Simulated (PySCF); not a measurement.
# [Pr(H2O)5]3+: other functionals and bases at one geometry

Aim: see how levels, charges and forces of [Pr(H2O)5]3+ depend on the level of theory. The species was built from a template and needn't be a known compound.

Method: several levels, as the steps say, no spin–orbit coupling; program: PySCF 2.14.0.

5 further runs of the same task are left out: 2 for a known fault of the program, 1 that didn't finish, 2 set aside as unsound or not needed.

### 1 The system as given

16 atoms, charge 3, spin multiplicity 1.

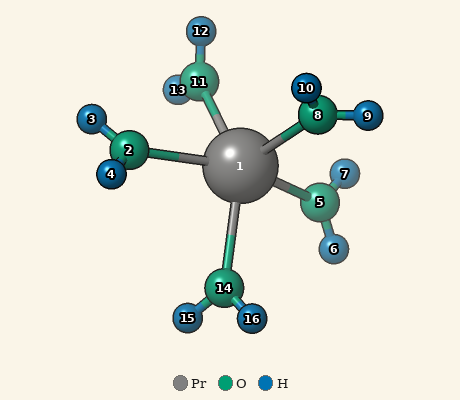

The structure; praseodymium grey, oxygen teal, hydrogen blue; atoms are numbered from 1 in the order of the file.

As a file:

| atom | x (Å) | y (Å) | z (Å) |
| --- | --- | --- | --- |
| Pr1 | 0.0011 | 0.0000 | 0.0000 |
| O2 | -0.4925 | 0.0440 | 2.4014 |
| H3 | -0.8632 | 0.7760 | 2.9394 |
| H4 | -0.3835 | -0.6811 | 3.0532 |
| O5 | -0.4925 | -0.0440 | -2.4014 |
| H6 | -0.8632 | -0.7760 | -2.9394 |
| H7 | -0.3835 | 0.6811 | -3.0532 |
| O8 | 2.4216 | 0.0000 | 0.0000 |
| H9 | 3.0315 | -0.1334 | -0.7591 |
| H10 | 3.0315 | 0.1334 | 0.7591 |
| O11 | -0.8952 | 2.2721 | -0.0333 |
| H12 | -0.4318 | 3.1144 | 0.1662 |
| H13 | -1.8017 | 2.5642 | -0.2708 |
| O14 | -0.8952 | -2.2721 | 0.0333 |
| H15 | -1.8017 | -2.5642 | 0.2708 |
| H16 | -0.4318 | -3.1144 | -0.1662 |

Formal oxidation states: Pr +3. Each metal's 2 4f electrons lie in its core potential, so multiplicities, spins and levels count the valence alone. An earlier session relaxed this geometry at r2SCAN, Pr lcecp-1-SVP with ECP48, O def2-SVP, H def2-SVP (singlet, point group C2).

At r2SCAN on the finer grid: E = -413.675487 Eh, HOMO -21.44 eV, LUMO -14.65 eV, Mulliken charge on Pr1 +1.63 e, largest force component 0.063 eV/Å. 

Levels to run: CAM-B3LYP; BLYP; BP86; revPBE; r2SCAN, TZVP. Hardware: 4 threads of AMD EPYC 9R45 (Zen 5), shared host.

### 2 CAM-B3LYP

run.py (the lines that set the calculation) reads:

```python
mol = gto.M(atom='''
Pr     0.00114     0.00000     0.00000
O     -0.49252     0.04396     2.40140
H     -0.86320     0.77603     2.93945
H     -0.38353    -0.68111     3.05323
O     -0.49252    -0.04396    -2.40140
H     -0.86320    -0.77603    -2.93945
H     -0.38353     0.68111    -3.05323
O      2.42161     0.00000     0.00000
H      3.03149    -0.13336    -0.75907
H      3.03149     0.13336     0.75907
O     -0.89525     2.27206    -0.03328
H     -0.43175     3.11437     0.16618
H     -1.80170     2.56423    -0.27084
O     -0.89525    -2.27206     0.03328
H     -1.80170    -2.56423     0.27084
H     -0.43175    -3.11437    -0.16618''',
    basis={'Pr': 'lcecp-1-SVP', 'O': 'def2-SVP', 'H': 'def2-SVP'},
    ecp={'Pr': 'lcecp-1-SVP'},
    charge=3, spin=0)
mf = dft.RKS(mol, xc='CAMB3LYP')
mf.grids.atom_grid = (75, 302)  # f atoms: unpruned, at least (60, 302)
mf = mf.density_fit()  # fitting sets: Pr AutoAux, O def2-universal-JKFIT, H def2-universal-JKFIT
mf.conv_tol = 1e-08; mf.max_cycle = 55
mf.kernel(dm0)  # dm0: the density of the relaxed state
```

Launch:

```console
$ OMP_NUM_THREADS=4 python run.py
```

### 3 BLYP

Edit run.py (the lines that set the calculation) of step 2 so:

```diff
@@ -20,3 +20,3 @@
     charge=3, spin=0)
-mf = dft.RKS(mol, xc='CAMB3LYP')
+mf = dft.RKS(mol, xc='BLYP')
 mf.grids.atom_grid = (75, 302)  # f atoms: unpruned, at least (60, 302)
```

### 4 BP86

Edit run.py (the lines that set the calculation) of step 3 so:

```diff
@@ -20,3 +20,3 @@
     charge=3, spin=0)
-mf = dft.RKS(mol, xc='BLYP')
+mf = dft.RKS(mol, xc='B88,P86')
 mf.grids.atom_grid = (75, 302)  # f atoms: unpruned, at least (60, 302)
```

### 5 revPBE

Edit run.py (the lines that set the calculation) of step 4 so:

```diff
@@ -20,3 +20,3 @@
     charge=3, spin=0)
-mf = dft.RKS(mol, xc='B88,P86')
+mf = dft.RKS(mol, xc='PBE_R,PBE')
 mf.grids.atom_grid = (75, 302)  # f atoms: unpruned, at least (60, 302)
```

### 6 r2SCAN, TZVP

Basis: Pr lcecp-1-TZVP with ECP48, O def2-TZVP, H def2-TZVP. 

Edit run.py (the lines that set the calculation) of step 5 so:

```diff
@@ -17,6 +17,6 @@
 H     -0.43175    -3.11437    -0.16618''',
-    basis={'Pr': 'lcecp-1-SVP', 'O': 'def2-SVP', 'H': 'def2-SVP'},
-    ecp={'Pr': 'lcecp-1-SVP'},
+    basis={'Pr': 'lcecp-1-TZVP', 'O': 'def2-TZVP', 'H': 'def2-TZVP'},
+    ecp={'Pr': 'lcecp-1-TZVP'},
     charge=3, spin=0)
-mf = dft.RKS(mol, xc='PBE_R,PBE')
+mf = dft.RKS(mol, xc='R2SCAN')
 mf.grids.atom_grid = (75, 302)  # f atoms: unpruned, at least (60, 302)
@@ -24,2 +24,2 @@
 mf.conv_tol = 1e-08; mf.max_cycle = 55
-mf.kernel(dm0)  # dm0: the density of the relaxed state
+mf.kernel(dm0)  # dm0: free metal ions and neutral atoms
```

Before running it: what results should come out? Wanted: for each run, HOMO; gap; charge on Pr1; dipole; largest force.

As calculated:

| level | state | HOMO (eV) | gap (eV) | charge on Pr1 (e) | dipole (D) | largest force (eV/Å) | basis functions | time |
| --- | --- | --- | --- | --- | --- | --- | --- | --- |
| r2SCAN (relaxed here) | singlet | -21.44 | 6.79 | 1.63 | 0.20 | 0.06 | 153 | 35 s |
| CAM-B3LYP | singlet | -24.39 | 11.58 | 1.62 | 0.20 | 0.04 | 153 | 6.6 s |
| BLYP | singlet | -20.86 | 6.12 | 1.44 | 0.21 | 0.46 | 153 | 5.6 s |
| BP86 | singlet | -21.09 | 6.10 | 1.48 | 0.21 | 0.51 | 153 | 5.6 s |
| revPBE | singlet | -20.93 | 6.14 | 1.50 | 0.20 | 0.34 | 153 | 5.6 s |
| r2SCAN, TZVP | singlet | -21.48 | 6.84 | 2.11 | 0.17 | 0.30 | 262 | 28 s |

Times are on 4 threads of AMD EPYC 9R45 (Zen 5), shared host; the first row also made further properties. The dipole of a charged species depends on the origin, so these sizes hold for this origin alone.

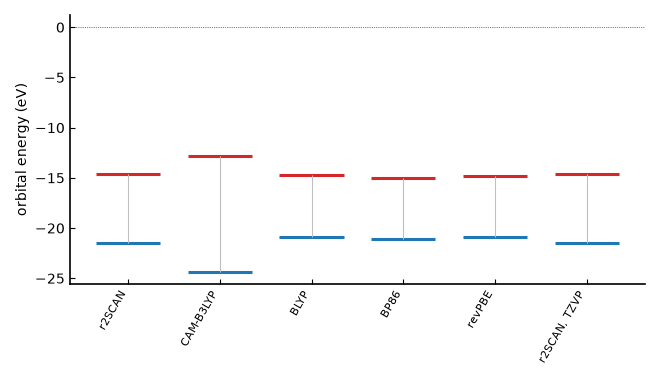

Highest filled and lowest empty level, method by method.

In one basis the HOMO–LUMO gap runs from 6.10 eV (BP86) to 11.58 eV (CAM-B3LYP). The largest leftover force, 0.51 eV/Å with BP86, stands at a geometry relaxed at another level. The Mulliken charge on Pr spans +1.44 to +2.11 e over the levels. With 4f in the core, its levels are missing from HOMO and gap. Total energies of different levels can't be compared. Spin–orbit coupling is left out throughout.
